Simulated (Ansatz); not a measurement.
# C12H10O4S2 (SMILES c1sc(-c2scc3c2OCCO3)c2c1OCCO2): what the fields show

The calculation's input:

```
crystal:
  periodic: [false, false, false]
  atoms:
    - {symbol: C, position_ang: [-2.963240, 2.266086, 0.884888]}
    - {symbol: S, position_ang: [-1.425822, 3.025068, 0.630387]}
    - {symbol: C, position_ang: [-0.695297, 1.544553, 0.032151]}
    - {symbol: C, position_ang: [0.687599, 1.501303, -0.380421]}
    - {symbol: S, position_ang: [1.411243, 2.812864, -1.296634]}
    - {symbol: C, position_ang: [2.952890, 2.024062, -1.373626]}
    - {symbol: C, position_ang: [2.913955, 0.795272, -0.742993]}
    - {symbol: C, position_ang: [1.629218, 0.498386, -0.169864]}
    - {symbol: O, position_ang: [1.391612, -0.639288, 0.544591]}
    - {symbol: C, position_ang: [2.371638, -1.644887, 0.284151]}
    - {symbol: C, position_ang: [3.778398, -1.065008, 0.352328]}
    - {symbol: O, position_ang: [3.974499, -0.061141, -0.646617]}
    - {symbol: C, position_ang: [-1.631653, 0.515185, 0.053859]}
    - {symbol: C, position_ang: [-2.917895, 0.927111, 0.546916]}
    - {symbol: O, position_ang: [-3.974148, 0.065780, 0.647160]}
    - {symbol: C, position_ang: [-3.773001, -1.135736, -0.101215]}
    - {symbol: C, position_ang: [-2.363545, -1.678793, 0.094770]}
    - {symbol: O, position_ang: [-1.388316, -0.753003, -0.386321]}
    - {symbol: H, position_ang: [-3.824048, 2.829419, 1.259745]}
    - {symbol: H, position_ang: [3.810796, 2.493351, -1.866203]}
    - {symbol: H, position_ang: [2.194473, -2.095344, -0.720269]}
    - {symbol: H, position_ang: [2.234478, -2.429254, 1.054302]}
    - {symbol: H, position_ang: [4.536843, -1.850382, 0.164595]}
    - {symbol: H, position_ang: [3.956396, -0.633621, 1.365152]}
    - {symbol: H, position_ang: [-3.952200, -0.943359, -1.184983]}
    - {symbol: H, position_ang: [-4.528029, -1.862428, 0.258138]}
    - {symbol: H, position_ang: [-2.222170, -2.615915, -0.478798]}
    - {symbol: H, position_ang: [-2.184665, -1.890291, 1.174799]}
basis:
  gaussian: {orbitals: def2-TZVP, fitting: {mean_field: def2-universal-jkfit}, initial_orbitals: start.molden}
hamiltonian: {xc: pbe0, dispersion: d4}
scf: {omitted_lower_state_checks: [starts]}
output: {orbitals: {seedname: orbitals}}
```

Command:

```sh
ansatz run in.yaml --threads 2 --pin off --events-out ev --progress --plain --max-ram 32768MiB --backend cuda --devices 0, --max-vram 18GiB
```

Geometry: PBE-D4/def2-SVP.

The calculation used RKS PBE0-D4/def2-TZVP (Ansatz 0.2.0).

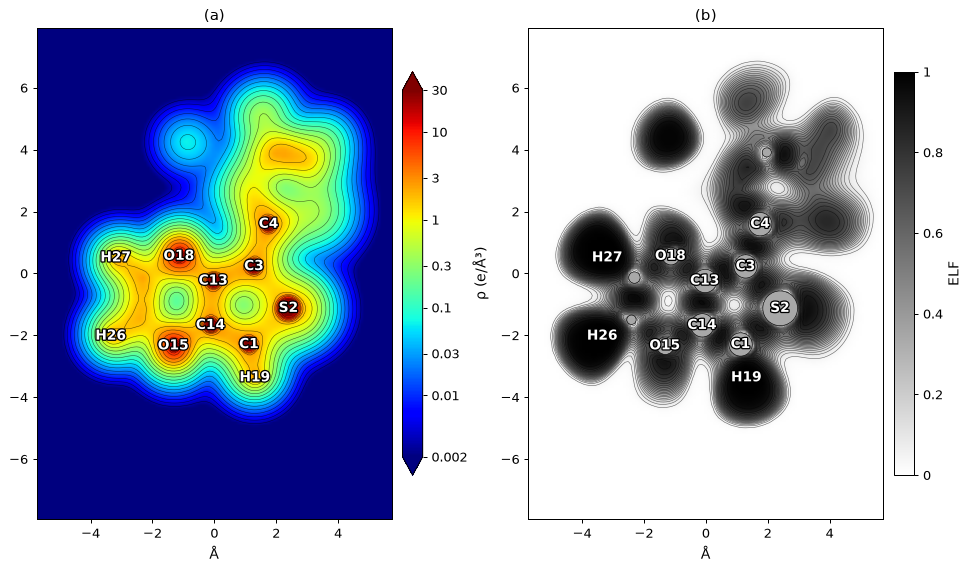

Figure 1. (a) electron density; (b) electron localisation function on the plane of atoms C14, C1 and H19. Grey discs cover the atomic cores in the ELF map.

### Interpret the plot.

The section cuts through C, S, O and H sites. C–O (1.36 Å): the density is about 2.3 e/Å³ at the midpoint, with its minimum of 2 e/Å³ about 0.5 Å from C; the ELF peaks at about 0.90 between the atoms: a shared but strongly polarised pair. C–C (1.38 Å): ρ at the midpoint is about 2.2 e/Å³; the ELF peaks at about 0.95 between the atoms (a covalent bond). C–S (1.73 Å): ρ at the midpoint is about 1.4 e/Å³; the ELF peaks at about 0.90 between the atoms; localised, covalent bonding. C–H (1.09 Å): the density is about 2 e/Å³ at the midpoint; the ELF climbs to about 1 towards the hydrogen, as it does in any bond to H: a covalent bond by its length. C–C (1.44 Å): the density is about 1.9 e/Å³ at the midpoint; the ELF peaks at about 0.95 between the atoms (a covalent bond). The ELF also peaks beside O15, S2 and S5, away from the bonds: lone-pair regions.

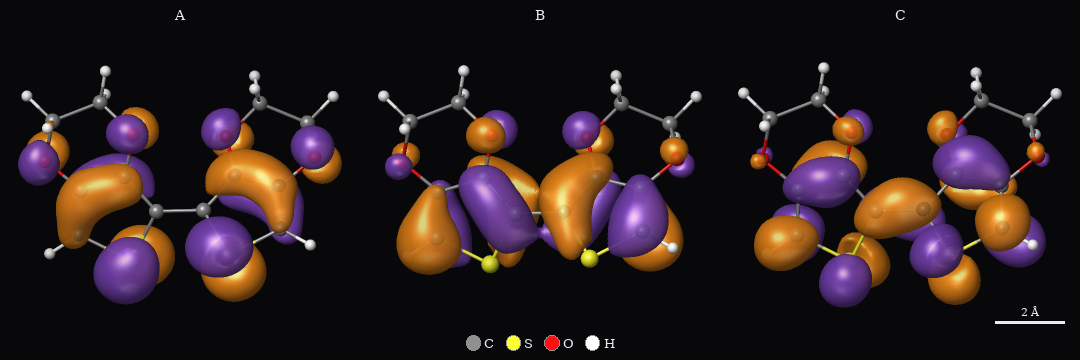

Figure 2. Three frontier orbitals at ±0.08 Å⁻³ᐟ² (orange and purple are the two phases), in no order.

### Order the three orbitals by energy and name them.

A is the HOMO−1 (−6.20 eV). It lies mainly on S2 (about 15 %), S5 (about 15 %), C14 (about 10 %), C7 (about 10 %), O15 (about 5 %) and O12 (about 5 %). B is the HOMO (−5.52 eV). By Hirshfeld shares it lies mainly on C1 (about 15 %), C6 (about 15 %), C3 (about 10 %), C4 (about 10 %), C13 (about 10 %) and C8 (about 10 %). C is the LUMO (−0.94 eV). Its weight (Hirshfeld) is mainly on C1 (about 10 %), C6 (about 10 %), S2 (about 10 %), S5 (about 10 %), C3 (about 10 %) and C4 (about 10 %).

### What is the HOMO–LUMO gap?

4.58 eV between the orbital energies.
